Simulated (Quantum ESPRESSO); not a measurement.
## Osmium (P6_3/mmc): phonons by linear response

How does Osmium (P6_3/mmc) vibrate, and is this structure a minimum?

Program: Quantum ESPRESSO 7.5. Level of theory: DFT PBE, scalar-relativistic, plane waves, GBRV ultrasoft pseudopotentials. Results are calculated unless marked as measured.

## 1. Starting point

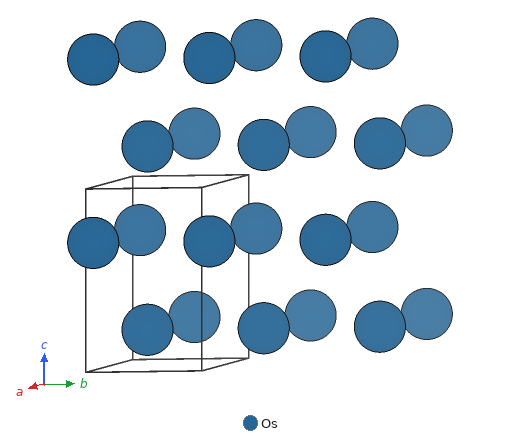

Start, viewed slightly off an axis; osmium blue. 2×3×2 cells are drawn.

## 2. A first look

A cheap run with smearing and empty bands tells whether the crystal has a gap, which decides between fixed occupations and smearing later on.

probe.in

```
 &control
    calculation='scf',
    prefix='x',
    outdir='./tmp',
    pseudo_dir='./pseudo',
    tprnfor=.true.,
    tstress=.true.,
    verbosity='high',
 /
 &system
    ibrav=4,
    celldm(1)=5.1667002,
    celldm(3)=1.5799349,
    nat=2,
    ntyp=1,
    ecutwfc=40.0,
    ecutrho=240.0,
    occupations='smearing',
    smearing='gaussian',
    degauss=0.01,
 /
 &electrons
    conv_thr=1.0d-07,
    mixing_beta=0.7,
    electron_maxstep=100,
 /
ATOMIC_SPECIES
 Os    190.2300  Os.upf
ATOMIC_POSITIONS crystal
 Os     0.333333330   0.666666670   0.250000000
 Os     0.666666670   0.333333330   0.750000000
K_POINTS automatic
 9 9 4 0 0 0
```

Launch:

```
$ OMP_NUM_THREADS=1 mpirun -n 4 pw.x -nk 4 -in probe.in > probe.out
```

The log of the run:

```text
[banners, grids, parts of the stress and lines that vanish by symmetry left out]
Program PWSCF v.7.5
     bravais-lattice index     =            4
     lattice parameter (alat)  =       5.1667  a.u.
[...]
kinetic-energy cutoff     =      40.0000  Ry
     charge density cutoff     =     240.0000  Ry
     scf convergence threshold =      1.0E-07
[...]
Exchange-correlation= SLA  PW   PBE  PBE
                           (   1   4   3   4   0   0   0)
[...]
24 Sym. Ops., with inversion, found (12 have fractional translation)
[...]
(     0          1          0      )
                  (     0          0          1      )
[...]
(  0.0000000  1.0000000  0.0000000 )
                  (  0.0000000  0.0000000  1.0000000 )
[...]
(     0         -1          0      )       (  0.0000000 )
[...]
(  0.0000000  0.0000000  1.0000000 )
[...]
(    -1          0          0      )
                  (     0          0          1      )
[...]
( -0.8660254 -0.5000000  0.0000000 )
                  (  0.0000000  0.0000000  1.0000000 )
[...]
number of k points=    36  Gaussian smearing, width (Ry)=  0.0100
[...]
End of self-consistent calculation
[...]
the Fermi energy is    26.5615 ev
!    total energy              =    -397.15964846 Ry
[...]
convergence has been achieved in   6 iterations
[...]
atom    1 type  1   force =     0.00000000    0.00000000    0.00000000
     atom    2 type  1   force =    -0.00000000   -0.00000000    0.00000000
[...]
Total force =     0.000000     Total SCF correction =     0.000000
[...]
total   stress  (Ry/bohr**3)                   (kbar)     P=       83.91
[...]
XML data file, charge density, pseudopotentials, collected wavefunctions

   JOB DONE.
```

Run time: 3.8 s. Hardware: 4 MPI ranks of Arm Neoverse V1, shared host.

This step gave:

```
volume per atom   : 13.98 Å³
pressure          : 8.391 GPa
gap on the k-mesh : 0 eV
```

No gap opens on this mesh, so smearing is kept; the start stands at 8.4 GPa.

## 3. Relaxation

The relaxation runs at a cutoff a fifth above that of the response, since stress converges more slowly with the basis than frequencies do. Forces and stress are brought to rest with tight thresholds.

relax.in

```
 &control
    calculation='vc-relax',
    prefix='x',
    outdir='./tmp',
    pseudo_dir='./pseudo',
    tprnfor=.true.,
    tstress=.true.,
    forc_conv_thr=2.0d-05,
    etot_conv_thr=1.0d-07,
    nstep=40,
 /
 &system
    ibrav=4,
    celldm(1)=5.1667002,
    celldm(3)=1.5799349,
    nat=2,
    ntyp=1,
    ecutwfc=48,
    ecutrho=288.0,
    occupations='smearing',
    smearing='mv',
    degauss=0.02,
 /
 &electrons
    conv_thr=1.0d-11,
    mixing_beta=0.7,
    electron_maxstep=100,
 /
 &ions
 /
 &cell
    press_conv_thr=0.2,
 /
ATOMIC_SPECIES
 Os    190.2300  Os.upf
ATOMIC_POSITIONS crystal
 Os     0.333333330   0.666666670   0.250000000
 Os     0.666666670   0.333333330   0.750000000
K_POINTS automatic
 15 15 8 0 0 0
```

Launch:

```
$ OMP_NUM_THREADS=1 mpirun -n 4 pw.x -nk 4 -in relax.in > relax.out
```

The log of the run:

```text
[banners, grids, parts of the stress and lines that vanish by symmetry left out]
[banner, memory and clock lines left out]
Program PWSCF v.7.5

[...]
kinetic-energy cutoff     =      48.0000  Ry
     charge density cutoff     =     288.0000  Ry
     scf convergence threshold =      1.0E-11
[...]
energy convergence thresh.=      1.0E-07
     force convergence thresh. =      2.0E-05
     press convergence thresh. =      2.0E-01
     Exchange-correlation= SLA  PW   PBE  PBE
                           (   1   4   3   4   0   0   0)
[...]
24 Sym. Ops., with inversion, found (12 have fractional translation)
[...]
number of k points=   135  Marzari-Vanderbilt smearing, width (Ry)=  0.0200
[...]
End of self-consistent calculation
[...]
the Fermi energy is    26.4333 ev
!    total energy              =    -397.15892956 Ry
[...]
convergence has been achieved in  10 iterations
[...]
atom    1 type  1   force =     0.00000000    0.00000000    0.00000000
     atom    2 type  1   force =     0.00000000   -0.00000000    0.00000000
     Total force =     0.000000     Total SCF correction =     0.000000
[...]
total   stress  (Ry/bohr**3)                   (kbar)     P=       80.72
[...]
number of bfgs steps    =   0
[...]
CELL_PARAMETERS (alat=  5.16670020)
[...]
ATOMIC_POSITIONS (crystal)
Os               0.3333333300        0.6666666700        0.2500000000
Os               0.6666666700        0.3333333300        0.7500000000
[...]
New effective cutoffs (rho, wfc):  278.99   46.73
[...]
End of self-consistent calculation
[...]
the Fermi energy is    25.1649 ev
!    total energy              =    -397.15871003 Ry
[...]
convergence has been achieved in   5 iterations
[...]
atom    1 type  1   force =    -0.00000000    0.00000000   -0.00000000
     atom    2 type  1   force =     0.00000000   -0.00000000    0.00000000
     Total force =     0.000000     Total SCF correction =     0.000000
[...]
total   stress  (Ry/bohr**3)                   (kbar)     P=      -82.35
[...]
number of bfgs steps    =   1
[...]
CELL_PARAMETERS (alat=  5.16670020)
[...]
ATOMIC_POSITIONS (crystal)
Os               0.3333333300        0.6666666700        0.2500000000
Os               0.6666666700        0.3333333300        0.7500000000
[...]
New effective cutoffs (rho, wfc):  283.10   47.39
[...]
End of self-consistent calculation
[...]
the Fermi energy is    25.8221 ev
!    total energy              =    -397.15991570 Ry
[...]
convergence has been achieved in   6 iterations
[...]
atom    1 type  1   force =     0.00000000   -0.00000000   -0.00000000
     atom    2 type  1   force =    -0.00000000    0.00000000    0.00000000
     Total force =     0.000000     Total SCF correction =     0.000000
[...]
total   stress  (Ry/bohr**3)                   (kbar)     P=       -1.14
[...]
number of bfgs steps    =   1
[...]
CELL_PARAMETERS (alat=  5.16670020)
[...]
ATOMIC_POSITIONS (crystal)
[...]
New effective cutoffs (rho, wfc):  283.35   47.40
[...]
End of self-consistent calculation
[...]
the Fermi energy is    25.8298 ev
!    total energy              =    -397.15991691 Ry
[...]
convergence has been achieved in   5 iterations
[...]
atom    1 type  1   force =    -0.00000000   -0.00000000   -0.00000000
     atom    2 type  1   force =     0.00000000    0.00000000    0.00000000
     Total force =     0.000000     Total SCF correction =     0.000000
[...]
total   stress  (Ry/bohr**3)                   (kbar)     P=       -0.03
[...]
number of bfgs steps    =   2
[...]
small trust_radius: resetting bfgs history
[...]
CELL_PARAMETERS (alat=  5.16670020)
[...]
ATOMIC_POSITIONS (crystal)
[...]
New effective cutoffs (rho, wfc):  283.36   47.41
[...]
End of self-consistent calculation
[...]
the Fermi energy is    25.8303 ev
!    total energy              =    -397.15991691 Ry
[...]
convergence has been achieved in   4 iterations
[...]
atom    1 type  1   force =     0.00000000   -0.00000000   -0.00000000
     atom    2 type  1   force =    -0.00000000    0.00000000    0.00000000
     Total force =     0.000000     Total SCF correction =     0.000000
[...]
total   stress  (Ry/bohr**3)                   (kbar)     P=        0.04
[...]
bfgs converged in   5 scf cycles and   3 bfgs steps
[...]
End of BFGS Geometry Optimization
     Final enthalpy           =    -397.1599169067 Ry
     File ./tmp/x.bfgs deleted, as requested
[...]
CELL_PARAMETERS (alat=  5.16670020)
[...]
ATOMIC_POSITIONS (crystal)
Os               0.3333333300        0.6666666700        0.2500000000
Os               0.6666666700        0.3333333300        0.7500000000
[...]
Final scf calculation at the relaxed structure.
[...]
kinetic-energy cutoff     =      48.0000  Ry
     charge density cutoff     =     288.0000  Ry
     scf convergence threshold =      1.0E-13
[...]
press convergence thresh. =      2.0E-01
     Exchange-correlation= SLA  PW   PBE  PBE
                           (   1   4   3   4   0   0   0)
[...]
24 Sym. Ops., with inversion, found (12 have fractional translation)
[...]
number of k points=   135  Marzari-Vanderbilt smearing, width (Ry)=  0.0200
[...]
End of self-consistent calculation
[...]
the Fermi energy is    25.8303 ev
!    total energy              =    -397.15998511 Ry
[...]
convergence has been achieved in  10 iterations
[...]
atom    1 type  1   force =    -0.00000000   -0.00000000   -0.00000000
     atom    2 type  1   force =    -0.00000000   -0.00000000   -0.00000000
     Total force =     0.000000     Total SCF correction =     0.000000
[...]
total   stress  (Ry/bohr**3)                   (kbar)     P=        0.03
[...]
XML data file, charge density, pseudopotentials, collected wavefunctions
```

Wall time 76 s (4 MPI ranks); 5 min of CPU time.

The steps of the relaxation:

```csv
step,energy less that of the first step (eV),largest force (eV/Å),pressure (GPa),volume (Å³)
1,0.0000,0.0000,8.07,27.96
2,0.0030,0.0000,-8.23,29.13
3,-0.0134,0.0000,-0.11,28.52
4,-0.0134,0.0000,0.00,28.51
5,-0.0134,0.0000,0.00,28.51
6,-0.0144,0.0000,0.00,28.51
```

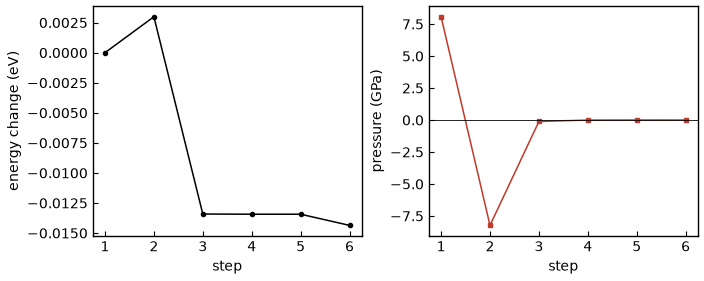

Energy and pressure along the relaxation.

```
conventional cell, symmetrised  before  after  change
                         a (Å)   2.734  2.752  +0.7 %
                         b (Å)   2.734  2.752  +0.7 %
                         c (Å)   4.320  4.347  +0.6 %
              volume (Å³/atom)   13.98  14.25  +1.9 %
```

The relaxed structure:

```
Os
1.0
     2.75199    0.00000    0.00000
    -1.37600    2.38330    0.00000
     0.00000    0.00000    4.34655
Os
2
Direct
  0.33333 0.66667 0.25000
  0.66667 0.33333 0.75000
```

The last row of the table of steps is pw.x's closing run on a basis chosen anew for the final cell, so its energy can jump.

Numbers from this step:

* volume per atom: 14.25 Å³
* pressure: 0.003667 GPa

The volume changes by +1.9 % from the cell with which this run began.

## 4. Self-consistent run for the response

The response is built on this ground state, so it is converged far tighter than an energy would need. Smearing stays on, as the first look found no gap above 0.3 eV.

scf.in

```
 &control
    calculation='scf',
    prefix='x',
    outdir='./tmp',
    pseudo_dir='./pseudo',
    tprnfor=.true.,
    tstress=.true.,
 /
 &system
    ibrav=4,
    celldm(1)=5.20051429,
    celldm(3)=1.57941993,
    nat=2,
    ntyp=1,
    ecutwfc=40.0,
    ecutrho=240.0,
    occupations='smearing',
    smearing='mv',
    degauss=0.02,
 /
 &electrons
    conv_thr=1.0d-12,
    mixing_beta=0.7,
    electron_maxstep=100,
 /
ATOMIC_SPECIES
 Os    190.2300  Os.upf
ATOMIC_POSITIONS crystal
 Os     0.333333333   0.666666667   0.250000000
 Os     0.666666667   0.333333333   0.750000000
K_POINTS automatic
 15 15 8 0 0 0
```

Launch:

```
$ OMP_NUM_THREADS=1 mpirun -n 4 pw.x -nk 4 -in scf.in > scf.out
```

The log of the run:

```text
[banners, grids, parts of the stress and lines that vanish by symmetry left out]
[banner, memory and clock lines left out]
Program PWSCF v.7.5

[...]
kinetic-energy cutoff     =      40.0000  Ry
     charge density cutoff     =     240.0000  Ry
     scf convergence threshold =      1.0E-12
[...]
Exchange-correlation= SLA  PW   PBE  PBE
                           (   1   4   3   4   0   0   0)
[...]
24 Sym. Ops., with inversion, found (12 have fractional translation)
[...]
number of k points=   135  Marzari-Vanderbilt smearing, width (Ry)=  0.0200
[...]
End of self-consistent calculation
[...]
the Fermi energy is    25.8301 ev
!    total energy              =    -397.15938790 Ry
[...]
convergence has been achieved in  10 iterations
[...]
atom    1 type  1   force =     0.00000000    0.00000000    0.00000000
     atom    2 type  1   force =    -0.00000000   -0.00000000    0.00000000
     Total force =     0.000000     Total SCF correction =     0.000000
[...]
total   stress  (Ry/bohr**3)                   (kbar)     P=        2.70
[...]
XML data file, charge density, pseudopotentials, collected wavefunctions
```

Run time: 14 s. Hardware: 4 MPI ranks; 55 s of CPU time.

This step gave:

```yaml
pressure: 0.2693 GPa
```

The cell stands at 0.27 GPa, close enough for stiff modes, while soft ones can move.

## 5. Levels on a dense mesh

The coupling is a sum over pairs of states at the Fermi level and needs a much denser mesh than the density does.

scf_fit.in, as its differences from scf.in of step 4:

```diff
@@ -19,5 +19,6 @@
     degauss=0.02,
+    la2F=.true.,
  /
  &electrons
-    conv_thr=1.0d-12,
+    conv_thr=1.0d-10,
     mixing_beta=0.7,
@@ -31,2 +32,2 @@
 K_POINTS automatic
- 15 15 8 0 0 0
+ 30 30 16 0 0 0
```

Launch:

```
$ OMP_NUM_THREADS=1 mpirun -n 4 pw.x -nk 4 -in scf_fit.in > scf_fit.out
```

The log of the run:

```text
[banners, grids, parts of the stress and lines that vanish by symmetry left out]
[banner, memory and clock lines left out]
Program PWSCF v.7.5

[...]
kinetic-energy cutoff     =      40.0000  Ry
     charge density cutoff     =     240.0000  Ry
     scf convergence threshold =      1.0E-10
[...]
Exchange-correlation= SLA  PW   PBE  PBE
                           (   1   4   3   4   0   0   0)
[...]
24 Sym. Ops., with inversion, found (12 have fractional translation)
[...]
number of k points=   819  Marzari-Vanderbilt smearing, width (Ry)=  0.0200
[...]
End of self-consistent calculation
[...]
the Fermi energy is    25.8387 ev
!    total energy              =    -397.15917207 Ry
[...]
convergence has been achieved in   8 iterations
[...]
atom    1 type  1   force =    -0.00000000   -0.00000000    0.00000000
     atom    2 type  1   force =     0.00000000    0.00000000    0.00000000
     Total force =     0.000000     Total SCF correction =     0.000000
[...]
total   stress  (Ry/bohr**3)                   (kbar)     P=        2.56
[...]
XML data file, charge density, pseudopotentials, collected wavefunctions
```

The job ended after 62 s (4 MPI ranks; 4.1 min of CPU time).

Read from the output:

| Quantity | Value |
| --- | --- |
| pressure | 0.2560 GPa |

## 6. Ground state

The run on the dense mesh left its levels for the electron-phonon sums; ph.x needs the ground state on the coarse mesh, so pw.x runs once more in the same folder.

scf.in is that of step 4.

Launch:

```
$ OMP_NUM_THREADS=1 mpirun -n 4 pw.x -nk 4 -in scf.in > scf.out
```

The log of the run:

```text
[banners, grids, parts of the stress and lines that vanish by symmetry left out]
[banner, memory and clock lines left out]
Program PWSCF v.7.5

[...]
kinetic-energy cutoff     =      40.0000  Ry
     charge density cutoff     =     240.0000  Ry
     scf convergence threshold =      1.0E-12
[...]
Exchange-correlation= SLA  PW   PBE  PBE
                           (   1   4   3   4   0   0   0)
[...]
24 Sym. Ops., with inversion, found (12 have fractional translation)
[...]
number of k points=   135  Marzari-Vanderbilt smearing, width (Ry)=  0.0200
[...]
End of self-consistent calculation
[...]
the Fermi energy is    25.8301 ev
!    total energy              =    -397.15938790 Ry
[...]
convergence has been achieved in  10 iterations
[...]
atom    1 type  1   force =     0.00000000    0.00000000    0.00000000
     atom    2 type  1   force =    -0.00000000   -0.00000000    0.00000000
     Total force =     0.000000     Total SCF correction =     0.000000
[...]
total   stress  (Ry/bohr**3)                   (kbar)     P=        2.70
[...]
XML data file, charge density, pseudopotentials, collected wavefunctions
```

Run time: 14 s. Hardware: 4 MPI ranks; 55 s of CPU time.

This step gave:

| Quantity | Value |
| --- | --- |
| pressure | 0.2693 GPa |

[end of part 1 of 3]

[Host names and launcher messages were left out of these logs when they were recorded.]

[Logs are printed without paths, hosts, clocks, repeated set-up lines and the standing remarks that a program may print on its own settings, such as how far it seeks lower states.]

[Hosts, paths, dates, database ids (printed as entryN), source tags and the programs' standing remarks are cut or masked in the printed files.]
